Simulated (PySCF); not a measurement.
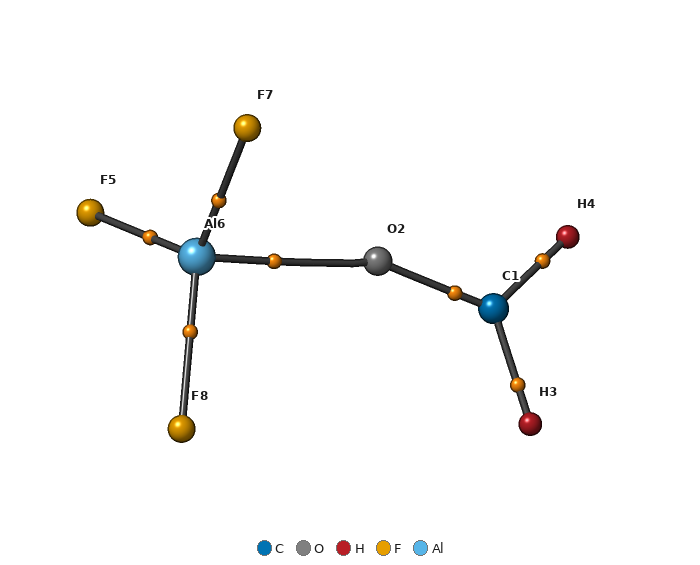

CH₂AlF₃O, SMILES `C=O.F[Al](F)F`. Molecular graph of the electron density (QTAIM): bond paths, bond critical points (orange), ring points (yellow, if any); weak paths are dashed.

Method: PBE/def2-TZVP; geometry: GFN2-xTB; program: PySCF. The pair's geometry is semi-empirical, so its contact may be too short or too long.

Input script:

```python
import numpy as np
from pyscf import gto, scf, dft
from pyscf.scf import atom_ks, atom_hf
from scipy.linalg import block_diag

def solve(mol, dm0=None, hcore=None):
    mf = (dft.UKS if mol.spin else dft.RKS)(mol, xc='pbe')
    mf.grids.level = 3
    mf = mf.density_fit(auxbasis='def2-universal-jkfit')
    mf.conv_tol, mf.max_cycle = 1e-8, 80
    if hcore is not None:
        mf.get_hcore = lambda *args: hcore
    mf.kernel(dm0)
    if not mf.converged:
        mf = mf.newton().run(mf.mo_coeff, mf.mo_occ, max_cycle=30)
    assert mf.converged, 'SCF not converged'
    return mf

mol = gto.M(atom='''
C      2.42256    -0.05672    -0.02380
O      1.25540     0.22521     0.00575
H      2.77116    -1.09138    -0.13936
H      3.19279     0.72393     0.06530
F     -0.91015     0.94993    -1.29928
Al    -0.59873    -0.00448     0.00345
F     -0.84658     0.56354     1.52768
F     -0.77204    -1.62855    -0.21439
''', basis='def2-tzvp', charge=0, spin=0, verbose=4)
mf = solve(mol)
mf.analyze()
# spherically averaged free atoms, for the promolecule
atm = atom_ks.get_atm_nrks(mol, xc='pbe')
pro = block_diag(*[(atm[a[0]][2] * atm[a[0]][3]) @ atm[a[0]][2].T for a in mol._atom])
np.savez('result.npz', e=mf.e_tot, c=mf.mo_coeff, occ=mf.mo_occ, eps=mf.mo_energy, pro=pro, dip=mf.dip_moment(verbose=0), s2=mf.spin_square()[0])
```

Launched as:

```sh
OMP_NUM_THREADS=1 python input.py
```

The run took 41 s on 1 thread of Intel(R) Xeon(R) Platinum 8259CL CPU @ 2.50GHz (Skylake/Cascade Lake) (shared host), peak memory 0.67 GiB.

Partitions, critical points and surface values were worked out afterwards from this run's density.

### How many critical points of each kind are there, and does the count close?

8 nuclei, 7 bond, 0 ring and 0 cage critical points: 8 − 7 + 0 − 0 = 1, as the Poincaré–Hopf relation requires.

### Give the properties at the bond critical points.

```tsv
bond	length (Å)	ρ (a.u.)	∇²ρ (a.u.)	ε	H (a.u.)
C1–O2	1.201	0.413	+0.23	0.01	−0.728
C1–H3	1.098	0.286	−1.04	0.01	−0.287
C1–H4	1.100	0.285	−1.03	0.01	−0.284
F5–Al6	1.645	0.115	+0.93	0.01	−0.012
Al6–F7	1.645	0.115	+0.92	0.01	−0.012
Al6–F8	1.648	0.114	+0.91	0.01	−0.012
O2–Al6	1.868	0.060	+0.43	0.04	+0.006
```

### What kind of interaction is Al6–F8?

Polar or intermediate (positive Laplacian, negative energy density H): ρ = 0.114, ∇²ρ = +0.91, H = −0.012 a.u.
